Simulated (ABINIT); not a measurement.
# Quasiparticle gap of SiC (F-43m) in ABINIT

How does a plane-wave GW calculation on SiC (F-43m) run from the first input to the gap?

Program: ABINIT 10.8.3. Level of theory: PBE and many-body steps on it, plane waves. Results are calculated unless marked as measured.

**The experiments to reproduce.**

- Gap 2.4 eV: Tauc optical (indirect) gap of annealed polycrystalline 3C-SiC; UV-VIS spectroscopic ellipsometry, Tauc analysis; film (CVD ultrathin polycrystalline film, annealed, about 5 nm grains) (“On-Demand CMOS-Compatible Fabrication of Ultrathin Self-Aligned SiC Nanowire Arrays”, 2018, pmc:6267454).

- Gap 2.39 eV: band gap at cryogenic temperature; bulk crystal (literature value) (quoted in “Silicon carbide diodes for neutron detection”, 2020, arxiv:2009.14696).

## Step 1: Set-up

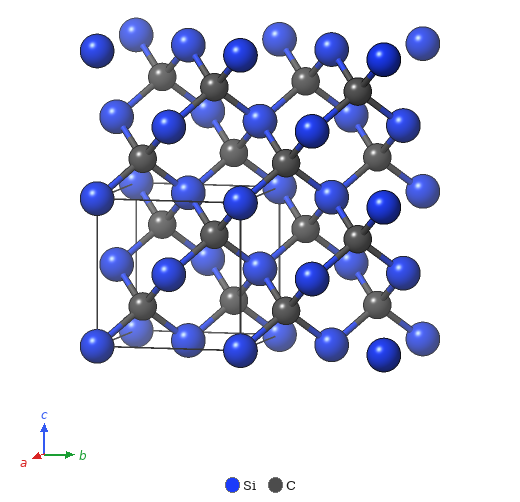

Start, viewed slightly off an axis; silicon blue, carbon dark grey. 1×2×2 cells are drawn. This picture shows the conventional cell, with its axes. Bonds to atoms that aren't drawn are left out. Some periodic images of atoms are drawn too.

Coordinates:

```cif
data_structure
_symmetry_space_group_name_H-M 'F-43m'
_symmetry_Int_Tables_number 216
_cell_length_a 4.3580
_cell_length_b 4.3580
_cell_length_c 4.3580
_cell_angle_alpha 90.000
_cell_angle_beta 90.000
_cell_angle_gamma 90.000
_cell_volume 82.77
loop_
_atom_site_label
_atom_site_type_symbol
_atom_site_symmetry_multiplicity
_atom_site_Wyckoff_symbol
_atom_site_fract_x
_atom_site_fract_y
_atom_site_fract_z
_atom_site_occupancy
Si1 Si 4 a 0.00000 0.00000 0.00000 1
C1 C 4 d 0.25000 0.25000 0.75000 1
```

The cell and positions come from the Crystallography Open Database and are kept as given unless a step says otherwise.

## Step 2: Ground state

This step: ABINIT 10.8.3; DFT, PBE, plane waves, norm-conserving pseudopotentials.

The ground-state density comes first.

The input, run.abi:

```
acell 3*1.0 Angstrom
rprim 
  -0.000000000000 2.179000000000 2.179000000000
  2.179000000000 -0.000000000000 2.179000000000
  2.179000000000 2.179000000000 -0.000000000000
ntypat 2
znucl 14 6
natom 2
typat 1 2
xred 
  0.000000000000 0.000000000000 0.000000000000
  0.250000000000 0.250000000000 0.250000000000
pp_dirpath "pseudos"
pseudos "Si.upf, C.upf"
ecut 37
ngkpt 8 8 8
nshiftk 1
shiftk 0 0 0
kptopt 1
chksymbreak 0
nband 9
occopt 1
tolvrs 1e-10
nstep 60
prtwf 0
optforces 0
optstress 0
indata_prefix "in"
outdata_prefix "out"
tmpdata_prefix "tmp"
```

Launch:

```sh
OMP_NUM_THREADS=1 mpirun -n 4 abinit run.abi > log
```

Numbers of over 12 decimals in the logs are rounded to 6 here.

Output:

```text
.Version 10.8.3 of ABINIT. v10.8.2 released Aug 2026.

 Symmetries : space group F-4 3 m (#216); Bravais cF (face-center cubic)
================================================================================
 Values of the parameters that define the memory need of the present run
     intxc =       0    ionmov =       0      iscf =       7    lmnmax =       6
     lnmax =       6     mgfft =      32  mpssoang =       3    mqgrid =    3001
     natom =       2  nloc_mem =       1    nspden =       1   nspinor =       1
    nsppol =       1      nsym =      24    n1xccc =    2501    ntypat =       2
    occopt =       1   xclevel =       2
-    mband =           9        mffmem =           1         mkmem =           8
       mpw =        1514          nfft =       32768          nkpt =          29
================================================================================
  Rough estimation (10% accuracy) of disk space for files :
================================================================================

--------------------------------------------------------------------------------
------------- Echo of variables that govern the present computation ------------
--------------------------------------------------------------------------------
 -outvars: echo values of preprocessed input variables --------
            acell      1.8897261259E+00  1.8897261259E+00  1.8897261259E+00 Bohr

      chksymbreak           0
             ecut      3.70000000E+01 Hartree
-          fftalg         312

              ixc     -101130
              kpt      0.00000000E+00  0.00000000E+00  0.00000000E+00
                       1.25000000E-01  0.00000000E+00  0.00000000E+00
                       2.50000000E-01  0.00000000E+00  0.00000000E+00
                       3.75000000E-01  0.00000000E+00  0.00000000E+00
                       5.00000000E-01  0.00000000E+00  0.00000000E+00
                       1.25000000E-01  1.25000000E-01  0.00000000E+00
                       2.50000000E-01  1.25000000E-01  0.00000000E+00
                       3.75000000E-01  1.25000000E-01  0.00000000E+00
                       5.00000000E-01  1.25000000E-01  0.00000000E+00
   [... 18 further rows ...]
                      -3.75000000E-01  5.00000000E-01  1.25000000E-01
                      -2.50000000E-01  5.00000000E-01  2.50000000E-01
         kptrlatt        8    0    0      0    8    0      0    0    8
          kptrlen      4.65866071E+01
P           mkmem           8
            natom           2
            nband           9
            ngfft          32      32      32
             nkpt          29
            nstep          60
             nsym          24
           ntypat           2
              occ      2.000000  2.000000  2.000000  2.000000  0.000000  0.000000
[...]
optforces           0
        optstress           0
            prtwf           0
            rprim     -0.0000000000E+00  2.1790000000E+00  2.1790000000E+00
[...]
spgroup         216

           tolvrs      1.00000000E-10

             xred      0.0000000000E+00  0.0000000000E+00  0.0000000000E+00
[...]
znucl       14.00000    6.00000

================================================================================

 chkinp: Checking input parameters for consistency.

================================================================================
== DATASET  1 ==================================================================
-   mpi_nproc: 4, omp_nthreads: 1 (-1 if OMP is not activated)

--- !DatasetInfo
iteration_state: {dtset: 1, }
dimensions: {natom: 2, nkpt: 29, mband: 9, nsppol: 1, nspinor: 1, nspden: 1, mpw: 1514, }
cutoff_energies: {ecut:  37.0, pawecutdg:  -1.0, }
electrons: {nelect:   8.00000000E+00, charge:   0.00000000E+00, occopt:   1.00000000E+00, tsmear:   1.00000000E-02, }

 Real(R)+Recip(G) space primitive vectors, cartesian coordinates (Bohr,Bohr^-1):
 R(1)=  0.0000000  4.1177132  4.1177132  G(1)= -0.1214266  0.1214266  0.1214266
 R(2)=  4.1177132  0.0000000  4.1177132  G(2)=  0.1214266 -0.1214266  0.1214266
 R(3)=  4.1177132  4.1177132  0.0000000  G(3)=  0.1214266  0.1214266 -0.1214266
 Unit cell volume ucvol=  1.3963629E+02 bohr^3
 Angles (23,13,12)=  6.00000000E+01  6.00000000E+01  6.00000000E+01 degrees

 getcut: wavevector=  0.0000  0.0000  0.0000  ngfft=  32  32  32
         ecut(hartree)=     37.000   => boxcut(ratio)=   2.00684

--- Pseudopotential description ------------------------------------------------
- Si Generated using ONCVPSP code by D. R. Hamann
- 14.00000   4.00000  171031                  znucl, zion, pspdat
12 -101130 2 -1 1510                          pspcod,pspxc,lmax,lloc,mmax
     nproj     2     2     2
  pspatm : epsatm=    9.34321561
         --- l  ekb(1:nproj) -->
[...]
pspatm: atomic psp has been read  and splines computed

- C Generated using ONCVPSP code by D. R. Hamann
-  6.00000   4.00000  171031                  znucl, zion, pspdat
12 -101130 1 -1 1248                          pspcod,pspxc,lmax,lloc,mmax
     nproj     2     2     0
  pspatm : epsatm=    4.31346680
         --- l  ekb(1:nproj) -->
[...]
1   -4.199961   -0.877517
 pspatm: atomic psp has been read  and splines computed

   1.09253459E+02                                ecore*ucvol(ha*bohr**3)
--------------------------------------------------------------------------------

_setup2: Arith. and geom. avg. npw (full set) are    1500.803    1500.779

================================================================================

--- !BeginCycle
iteration_state: {dtset: 1, }
solver: {iscf: 7, nstep: 60, nline: 4, wfoptalg: 0, }
tolerances: {tolvrs: 1.00E-10, }

     iter   Etot(hartree)      deltaE(h)  residm     vres2
 ETOT  1  -10.168909568532    -1.017E+01 1.492E-01 3.560E+02
 ETOT  2  -10.231491617092    -6.258E-02 4.611E-03 1.493E+02
 ETOT  3  -10.269767516249    -3.828E-02 1.428E-01 1.358E-01
 ETOT  4  -10.269786963279    -1.945E-05 4.462E-02 3.686E-03
 ETOT  5  -10.269787210627    -2.473E-07 7.191E-05 1.612E-04
 ETOT  6  -10.269787226935    -1.631E-08 1.202E-03 9.974E-07
 ETOT  7  -10.269787227057    -1.217E-10 5.882E-03 9.720E-09
 ETOT  8  -10.269787227058    -9.184E-13 2.099E-03 2.203E-10
 ETOT  9  -10.269787227058    -6.217E-14 3.861E-03 3.480E-12

 At SCF step    9       vres2   =  3.48E-12 < tolvrs=  1.00E-10 =>converged.

--- !ResultsGS
iteration_state: {dtset: 1, }
comment   : Summary of ground state results
lattice_vectors:
- [ -0.0000000,   4.1177132,   4.1177132, ]
- [  4.1177132,  -0.0000000,   4.1177132, ]
- [  4.1177132,   4.1177132,  -0.0000000, ]
lattice_lengths: [   5.82333,    5.82333,    5.82333, ]
lattice_angles: [ 60.000,  60.000,  60.000, ] # degrees, (23, 13, 12)
lattice_volume:   1.3963629E+02
convergence: {deltae: -6.217E-14, res2:  3.480E-12, residm:  3.861E-03, diffor:  0.000E+00, }
etotal    :  -1.02697872E+01
entropy   :   0.00000000E+00
fermie    :   2.51183540E-01
cartesian_stress_tensor: null
pressure_GPa: null
xred      :
- [  0.0000E+00,   0.0000E+00,   0.0000E+00, Si]
- [  2.5000E-01,   2.5000E-01,   2.5000E-01,  C]
cartesian_forces: null
force_length_stats: {min: null, max: null, mean: null, }

 Integrated electronic density in atomic spheres:
 ------------------------------------------------
 Atom  Sphere_radius  Integrated_density
    1        2.00000          1.92719290
    2        2.00000          4.23371404
================================================================================

 ----iterations are completed or convergence reached----

 Mean square residual over all n,k,spin=   14.795E-06; max=  38.608E-04
 reduced coordinates (array xred) for    2 atoms
       0.000000000000      0.000000000000      0.000000000000
       0.250000000000      0.250000000000      0.250000000000
 rms dE/dt=  0.0000E+00; max dE/dt=  0.0000E+00; dE/dt below (all hartree)
    1       0.000000000000      0.000000000000      0.000000000000
    2       0.000000000000      0.000000000000      0.000000000000

 cartesian coordinates (angstrom) at end:
    1      0.000000     0.000000     0.000000
    2      1.089500     1.089500     1.089500
 length scales=  1.889726125908  1.889726125908  1.889726125908 bohr
              =  1.000000000000  1.000000000000  1.000000000000 angstroms
 prteigrs : about to open file out_EIG
 Fermi (or HOMO) energy (hartree) =   0.25118   Average Vxc (hartree)=  -0.41495
 Eigenvalues (hartree) for nkpt=  29  k points:
 kpt#   1, nband=  9, wtk=  0.00195, kpt=  0.0000  0.0000  0.0000 (reduced coord)
  -0.31511    0.25118    0.25118    0.25118    0.47989    0.51987    0.51987    0.51987
   0.78510
 prteigrs : prtvol=0 or 1, do not print more k-points.

--- !EnergyTerms
iteration_state     : {dtset: 1, }
comment             : Components of total free energy in Hartree
kinetic             :  5.89032805913901E+00
hartree             :  1.16700143504615E+00
xc                  : -3.77898474893224E+00
Ewald energy        : -1.04656108775139E+01
psp_core            :  7.82414532507906E-01
local_psp           : -4.12559242220303E+00
non_local_psp       :  2.60656794897942E-01
total_energy        : -1.02697872270581E+01
total_energy_eV     : -2.79455146899521E+02
band_energy         :  2.75566795094544E-01

== END DATASET(S) ==============================================================
================================================================================

 -outvars: echo values of variables after computation  --------
           etotal     -1.0269787227E+01
            nband           9
             nkpt          29
          spgroup         216
 [... the other variables as echoed above ...]

 Calculation completed.
```

The job ended after 3.4 s (4 MPI ranks of Arm Neoverse V2, shared host; peak memory 0.26 GiB).

Numbers from this step:

```yaml
total_energy: -279.4551 eV
gap: 1.361 eV
k_of_the_valence_top: 0, 0, 0
k_of_the_conduction_bottom: 0.5, 0.5, 0
least_direct_gap: 4.553 eV
```

The gap is indirect, with the least direct gap 3.19 eV higher.

[end of part 1 of 3]

[Paths, hosts, dates, memory and timing lines, banners, echoed tables and standing remarks are left out of the program output.]

[Logs are printed without paths, hosts, clocks, repeated set-up lines and the standing remarks that a program may print on its own settings, such as how far it seeks lower states.]

[Runs of the session that timed out or met a known fault of the program may be left out.]

[Hosts, paths, dates, database ids (printed as entryN), source tags and the programs' standing remarks are cut or masked in the printed files.]

[G0W0 gaps are taken among the corrected bands and points alone; a level outside them can change the order at an edge.]

[Where Ansatz stands beside ABINIT at settings called matched, ABINIT's density can come from a denser mesh and the files from another edition; pairs whose starting gaps differed by over 0.03 eV were left out, so agreement reads better than it is.]
